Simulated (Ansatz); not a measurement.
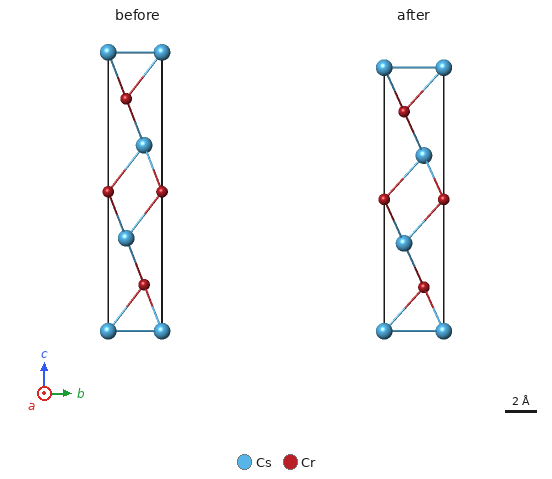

The structure of a crystal of CsCr (built on the CuPt (L1_1)_166 type) before (left) and after (right) a relaxation, at one scale.

Style: ball-and-stick. Shown: the conventional cell (3 times the calculation's cell), along the a axis. Lengths and directions refer to the drawn axes.

Case: CuPt (L1_1) type (R-3m, No. 166).

Theory: Ansatz, DFT PBE, scalar-relativistic, plane waves, PAW.

The input:
```yaml
crystal:
  lattice:
    - [2.0427099874, 1.1793591611, 6.1133173925]
    - [-2.0427099874, 1.1793591611, 6.1133173925]
    - [0.0, -2.3587183222, 6.1133173925]
  atoms:
    - { symbol: Cs, position: [0.0, 0.0, 0.0] }
    - { symbol: Cr, position: [0.5, 0.5, 0.5], spin: 5.14 }
basis:
  ecutwfc: 420
kpoints:
  mp_grid: { grid: [18, 18, 18] }
hamiltonian:
  xc: pbe
scf:
  occupations: { method: gaussian, width: 0.1 }
output:
  forces: true
  stress: true
  eigenvalues: true
  populations: true
magnetization:
  spin_polarized: true
relax:
  adjacent_minimum: "off"
  f_tol: 0.01
  max_steps: 80
  cell: { stress_tol: 0.05 }
```

Launched with:
```bash
ansatz run input.yaml --threads 1 --pin off --max-ram 2560MiB --backend cpu --events-out ev --progress --plain --runs-dir out
```

Describe what moved and what it gained.

The run was cut off at its time limit before the relaxation converged, so the last structure is only a point on the way. Over 5 accepted moves (6 points after the start) the energy falls by 26.8 meV per cell of the calculation. All forces vanish by symmetry, so only the cell relaxes. Pressure: 0.10 GPa at the start and 0.06 GPa at the end. The SCF was repeated once at an unchanged geometry on a basis and grid sized afresh for the cell, which shifted the energy by 5.0 meV per cell of the calculation at most. No atom moves by more than 0.005 Å relative to the cell. The drawn cell changes as follows: a = b 4.085 → 4.521 Å (+10.7 %), c 18.340 → 17.330 Å (−5.5 %); the volume changes by +15.7 %. Among the contacts that change: Cs1–Cs1 4.085 → 4.521 Å, Cs1–Cr2 3.861 → 3.893 Å. Among the angles between lasting bonds that change: Cs1–Cr2–Cs1 63.9° → 71.0°, Cs1–Cr2–Cs1 116.1° → 109.0°. The space group stays R-3m (No. 166). The run took 29 min on 1 thread of Intel(R) Xeon(R) Platinum 8259CL CPU @ 2.50GHz (Skylake/Cascade Lake) (shared host), peak memory 1.7 GiB.
